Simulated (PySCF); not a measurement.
C6H7B, SMILES `B1C=CC=CC=C1`.

Computed with PySCF, TPSSh/6-31+G*, geometry: GFN2-xTB. No frequency check shows the geometry to be a minimum. The basis has diffuse s and p functions alone, which still leaves polarisabilities too small, most of all across bonds.

Coordinates in Å:

```
B1       0.0005   -1.7320    0.0000
C2      -1.3420   -1.0082    0.0000
C3      -1.5990    0.3304    0.0000
C4      -0.6831    1.4065    0.0000
C5       0.6825    1.4068    0.0000
C6       1.5988    0.3311    0.0000
C7       1.3424   -1.0076    0.0000
H8       0.0008   -2.9086    0.0000
H9      -2.2351   -1.6279    0.0000
H10     -2.6395    0.6463    0.0000
H11     -1.1470    2.3875    0.0000
H12      1.1459    2.3880    0.0000
H13      2.6392    0.6474    0.0000
H14      2.2358   -1.6269    0.0000
```

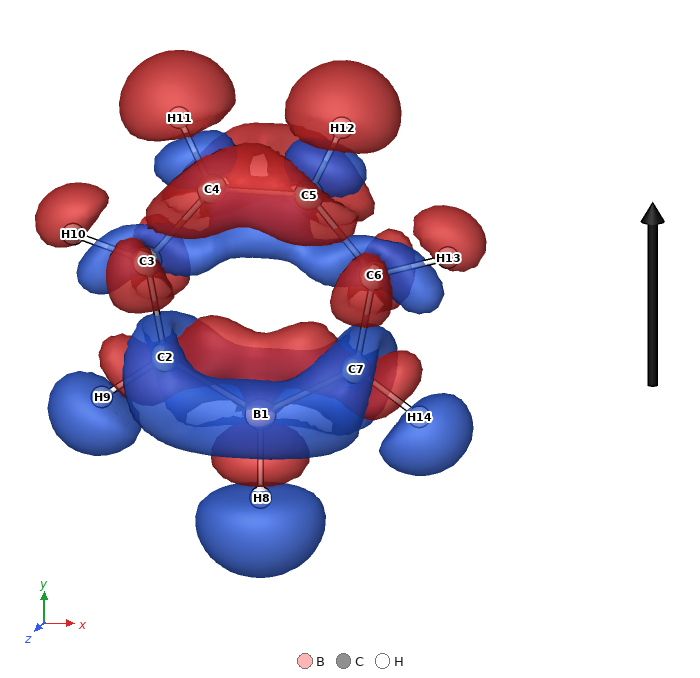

Change of the electron density in a uniform field of 0.51 V/Å along +y (arrow), surfaces at ±0.004 e/Å³ (blue: gain, red: loss).

What dipole is induced, and what polarisability does it imply?

The induced dipole is 2.68 D (along the field); α along this axis, from the fields in both directions, is 105 bohr³ (15.6 Å³).

Which atoms gain and lose the most charge?

Electrons gather most on B1 (Hirshfeld charge changes by −0.036 e) and leave C4 and C5 alike most (+0.023 e); 0.209 electrons are displaced in all.

Run time: 86 s on 1 thread of Intel(R) Xeon(R) Platinum 8488C (Sapphire Rapids), on a shared host, peak memory 0.75 GiB.
